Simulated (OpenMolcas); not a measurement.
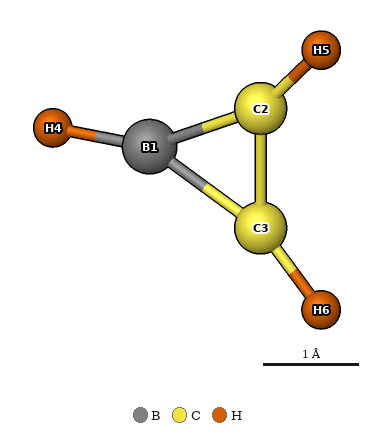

*The structure as given in the input (ball-and-stick view, seen at a tilt; atoms are numbered from 1 in the order of the input).*

Bond lengths as drawn: B–C 1.48 Å, B–H 1.15 Å, C–C 1.35 Å and C–H 1.07 Å.

# C2H3B: energy and gradient calculation (part 1 of 2)

- system: C2H3B
- method: HF/def2-SVP, RHF (OpenMolcas 26.06)

The geometry comes from this level: GFN2-xTB.

Input:
```
&GATEWAY
 BASLIB=$CurrDir
 COORD=input.xyz
 BASIS=def2-SVP
 GROUP=NoSym

&SEWARD

&SCF
 THRESHOLDS=1e-10 1e-07 1e-07 1e-05
 PRORBITALS=1 2

&ALASKA
```

File input.xyz:
```
6

B     -0.897340     0.053910    -0.232670
C      0.544820    -0.084810    -0.554930
C      0.213770     0.039360     0.751280
H     -2.010150     0.120770    -0.520510
H      1.434170    -0.200370    -1.140930
H      0.714730     0.071130     1.697750
```

Hardware: 1 thread of Intel Xeon @ 2.90GHz (Ice Lake), 16 GiB of memory available, shared host.

Launch command:
```bash
export MOLCAS_MEM=1860
pymolcas mol.inp > mol.log
```

The program's output:
```
--- Start Module: gateway ---

                                              &GATEWAY

                       available to each process: 1.9 GB of memory, 1 thread

 Basis Set     1 Label: B.DEF2-SVP
 Basis set is read from library:.
 basistype.tbl is not found

 Basis Set     2 Label: C.DEF2-SVP
 Basis set is read from library:.
 basistype.tbl is not found

 Basis Set     3 Label: H.DEF2-SVP
 Basis set is read from library:.
 basistype.tbl is not found

++    Symmetry information:
      ---------------------

                    Character Table for C1

                             E
                    a        1  x, y, xy, Rz, z, xz, Ry, yz, Rx, I
--

++    Basis set information:
      ----------------------

      Basis set label: B.DEF2-SVP.........

      Electronic valence basis set:
      ------------------
      Associated Effective Charge   5.000000 au
      Associated Actual Charge      5.000000 au
      Nuclear Model: Point charge

      Shell  nPrim  nBasis  Cartesian Spherical Contaminant
         s       7       3        X
         p       4       2        X
         d       1       1                 X

      Basis set label: C.DEF2-SVP.........

      Electronic valence basis set:
      ------------------
      Associated Effective Charge   6.000000 au
      Associated Actual Charge      6.000000 au
      Nuclear Model: Point charge

      Shell  nPrim  nBasis  Cartesian Spherical Contaminant
         s       7       3        X
         p       4       2        X
         d       1       1                 X

      Basis set label: H.DEF2-SVP.........

      Electronic valence basis set:
      ------------------
      Associated Effective Charge   1.000000 au
      Associated Actual Charge      1.000000 au
      Nuclear Model: Point charge

      Shell  nPrim  nBasis  Cartesian Spherical Contaminant
         s       4       2        X
         p       1       1        X
--

++    Molecular structure info:
      -------------------------

                    ************************************************
                    **** Cartesian Coordinates / bohr, angstrom ****
                    ************************************************

     Center  Label                x              y              z                     x              y              z
        1      B1              -1.695727       0.101875      -0.439683             -0.897340       0.053910      -0.232670
        2      C2               1.029561      -0.160268      -1.048666              0.544820      -0.084810      -0.554930
        3      C3               0.403967       0.074380       1.419713              0.213770       0.039360       0.751280
        4      H4              -3.798633       0.228222      -0.983621             -2.010150       0.120770      -0.520510
        5      H5               2.710189      -0.378644      -2.156045              1.434170      -0.200370      -1.140930
        6      H6               1.350644       0.134416       3.208283              0.714730       0.071130       1.697750

                    ***************************************
                    *    InterNuclear Distances / bohr    *
                    ***************************************

               1 B1            2 C2            3 C3            4 H4            5 H5            6 H6
    1 B1       0.000000
    2 C2       2.804776        0.000000
    3 C3       2.804786        2.557210        0.000000
    4 H4       2.175787        4.844235        4.843710        0.000000
    5 H5       4.752777        2.024472        4.279012        6.641357        0.000000
    6 H6       4.752797        4.279199        2.024545        6.640475        5.557662        0.000000

                    *******************************************
                    *    InterNuclear Distances / angstrom    *
                    *******************************************

               1 B1            2 C2            3 C3            4 H4            5 H5            6 H6
    1 B1       0.000000
    2 C2       1.484224        0.000000
    3 C3       1.484229        1.353217        0.000000
    4 H4       1.151377        2.563459        2.563181        0.000000
    5 H5       2.515061        1.071305        2.264355        3.514455        0.000000
    6 H6       2.515072        2.264454        1.071343        3.513988        2.940988        0.000000

                    **************************************
                    *    Valence Bond Angles / degree    *
                    **************************************
                          Atom centers                 Phi
                      2 C2       1 B1       3 C3        54.24
                      2 C2       1 B1       4 H4       152.91
                      3 C3       1 B1       4 H4       152.85
                      1 B1       2 C2       3 C3        62.88
                      1 B1       2 C2       5 H5       159.31
                      3 C3       2 C2       5 H5       137.82
                      1 B1       3 C3       2 C2        62.88
                      1 B1       3 C3       6 H6       159.30
                      2 C2       3 C3       6 H6       137.82

           ***************************************************************
           *              Valence Dihedral Angles / degree               *
           ***************************************************************
                    Atom centers                       Phi1     Phi2     Theta
           3 C3       1 B1       2 C2       5 H5         54.24   159.31   179.85
           4 H4       1 B1       2 C2       5 H5        152.91   159.31    -0.15
           2 C2       1 B1       3 C3       6 H6         54.24   159.30   179.90
           4 H4       1 B1       3 C3       6 H6        152.85   159.30    -0.10
           3 C3       2 C2       1 B1       4 H4         62.88   152.91   180.00
           1 B1       2 C2       3 C3       6 H6         62.88   137.82  -179.95
           5 H5       2 C2       3 C3       6 H6        137.82   137.82     0.13
           2 C2       3 C3       1 B1       4 H4         62.88   152.85  -180.00
           1 B1       3 C3       2 C2       5 H5         62.88   137.82  -179.92
--

            Nuclear Potential Energy             51.56202487 au

--- Stop Module: gateway /rc=_RC_ALL_IS_WELL_ ---

--- Start Module: seward ---

                                              &SEWARD

                       available to each process: 1.9 GB of memory, 1 thread

               SEWARD will generate:
                  Multipole Moment integrals up to order  2
                  Kinetic Energy integrals
                  Nuclear Attraction integrals (point charge)
                  One-Electron Hamiltonian integrals
                  Velocity integrals
                  Orbital angular momentum around ( -0.0316   0.0020  -0.0084 )
                  Velocity quadrupole around ( -0.0316   0.0020  -0.0084 )
                  Two-Electron Repulsion integrals

                   Integrals are discarded if absolute value <: 1.00E-14
                   Integral cutoff threshold is set to       <: 1.00E-16

            Nuclear Potential Energy             51.56202487 au

      Basis set specifications :
      Symmetry species         a
      Basis functions           57

--- Stop Module: seward /rc=_RC_ALL_IS_WELL_ ---
--- Module seward spent 1 second ---

--- Start Module: scf ---

                                                &SCF

                       available to each process: 1.9 GB of memory, 1 thread

++    Input section:
      --------------

      Header of the integral files:

      Cartesian coordinates in angstrom:
      -----------------------------------------------------
      No.  Label        X            Y            Z
      -----------------------------------------------------
       1   B1        -0.89734000   0.05391000  -0.23267000
       2   C2         0.54482000  -0.08481000  -0.55493000
       3   C3         0.21377000   0.03936000   0.75128000
       4   H4        -2.01015000   0.12077000  -0.52051000
       5   H5         1.43417000  -0.20037000  -1.14093000
       6   H6         0.71473000   0.07113000   1.69775000
      -----------------------------------------------------
      Nuclear repulsion energy =   51.56202487
--

++    Orbital specifications:
      -----------------------

      Symmetry species               1
                                     a
      Frozen orbitals                0
      Occupied orbitals             10
      Secondary orbitals            47
      Deleted orbitals               0
      Total number of orbitals      57
      Number of basis functions     57
--

      Molecular charge                           0.000

++    Optimization specifications:
      ----------------------------

      SCF Algorithm: Conventional
      Minimized density differences are used
      Number of density matrices in core                 5
      Maximum number of NDDO SCF iterations            400
      Maximum number of HF SCF iterations              400
      Threshold for SCF energy change             1.00E-10
      Threshold for density matrix                1.00E-07
      Threshold for Fock matrix                   1.00E-07
      Threshold for linear dependence             1.00E-09
      Threshold at which DIIS is turned on        1.50E-01
      Maximum depth in the DIIS procedure                5
      Maximum depth in the BFGS Hessian update          30
      Threshold at which QNR/C2DIIS is turned on  7.50E-02
      Threshold for Norm(delta) (QNR/C2DIIS)      1.00E-05
      All orbitals punched on: SCFORB
--

      Input vectors read from INPORB
      Orbital file label: *Guess orbitals

++ Convergence information
                                   SCF        iterations: Energy and convergence statistics

Iter     Tot. SCF        One-elec.       Two-elec.     Energy      Max Dij or  Max Fij      DNorm      TNorm      AccCon     Time
         Energy          Energy          Energy        Change      Delta Norm                                                in Sec.
   1  -101.779322620  -234.779520999    81.438173508   0.00E+00    1.87E-01*   1.36E-01*    4.77E+00   6.83E+01   None         0.
   2  -102.007053646  -239.007937365    85.438858848  -2.28E-01*   8.07E-02*   4.84E-02*    1.32E+00   6.98E+01   EDIIS        0.
   3  -102.025261831  -237.666725568    84.079438867  -1.82E-02*   1.51E-02*   9.90E-03*    4.51E-01   6.93E+01   c2DIIS       0.
   4  -102.027743878  -238.107706965    84.517938217  -2.48E-03*   7.50E-03*   3.59E-03*    8.97E-02   6.95E+01   QNRc2DIIS    0.
   5  -102.027873752  -238.053162153    84.463263530  -1.30E-04*   3.49E-03*   9.12E-04*    2.00E-02   6.95E+01   QNRc2DIIS    0.
   6  -102.027894020  -238.072694207    84.482775317  -2.03E-05*   3.91E-04*   1.40E-04*    4.58E-03   6.95E+01   QNRc2DIIS    0.
   7  -102.027894408  -238.073047324    84.483128045  -3.88E-07*   2.95E-04*   7.25E-05*    8.34E-04   6.95E+01   QNRc2DIIS    0.
   8  -102.027894488  -238.072626328    84.482706969  -7.96E-08*   4.47E-05*   1.57E-05*    2.46E-04   6.95E+01   QNRc2DIIS    0.
   9  -102.027894491  -238.072794381    84.482875019  -3.84E-09*   1.67E-05*   4.14E-06*    4.52E-05   6.95E+01   QNRc2DIIS    0.
  10  -102.027894492  -238.072774618    84.482855256  -3.88E-10*   1.41E-06    3.88E-07*    1.10E-05   6.95E+01   QNRc2DIIS    0.
  11  -102.027894492  -238.072773881    84.482854518  -2.84E-12    4.09E-07    1.43E-07*    4.16E-06   6.95E+01   QNRc2DIIS    0.
  12  -102.027894492  -238.072774018    84.482854655  -3.98E-13    1.68E-07    8.79E-08     5.50E-04   6.95E+01   QNRc2DIIS    0.

       Convergence after  12 Iterations
--
```
